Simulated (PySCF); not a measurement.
```
atom    x (Å)    y (Å)    z (Å)
  Si  -1.0494  -0.7720  -0.7960
   F  -1.7465  -0.3354  -2.1630
   F  -2.1930  -1.3968   0.1245
   F   0.0308  -1.9165  -1.0547
   N  -0.2629   0.5710  -0.1066
  Si   1.1554   0.5700   0.8360
   F   2.5009   0.5771  -0.0208
   F   1.1838  -0.7398   1.7451
   F   1.1730   1.8818   1.7443
   H  -0.6673   1.4838  -0.3043
```

Geometry: PBE0-D3(BJ)/def2-SVP.

These are results of PBE0/pcSseg-1, SCF density, gas phase, non-relativistic in PySCF, not measurements.

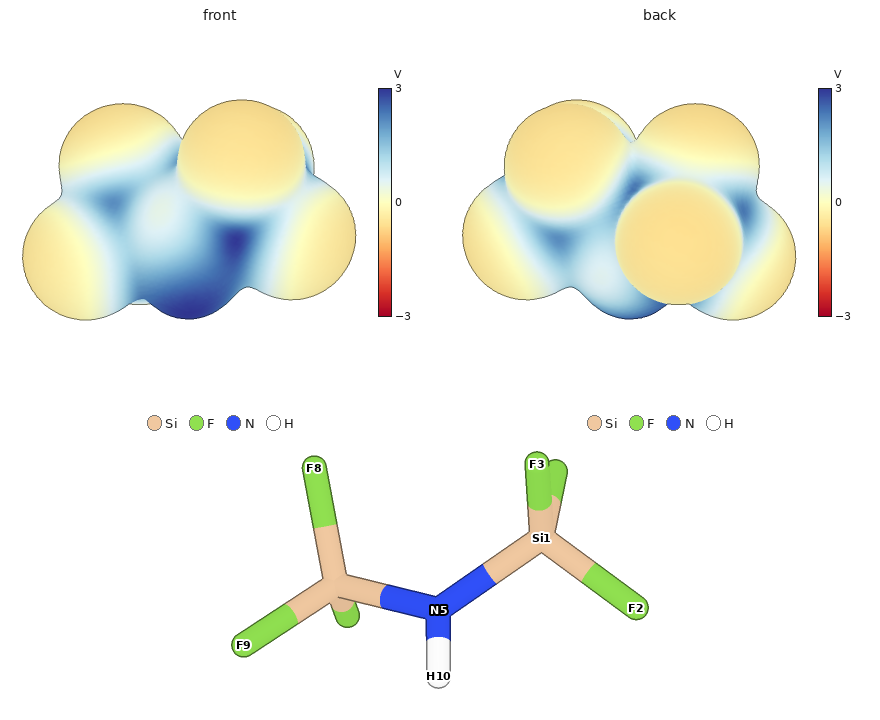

F$_{6}$HNSi$_{2}$. The electrostatic potential painted on the density surface at 0.002 e/bohr³, seen from the front and from behind; red is negative and blue positive. The bare structure is drawn below in the same view.

Question: Describe the electrostatic potential map.

Answer: The most negative region (about −0.6 V) lies over F3, F4, F7 and F8, the most positive (about +2.9 V) over Si1 and H10.
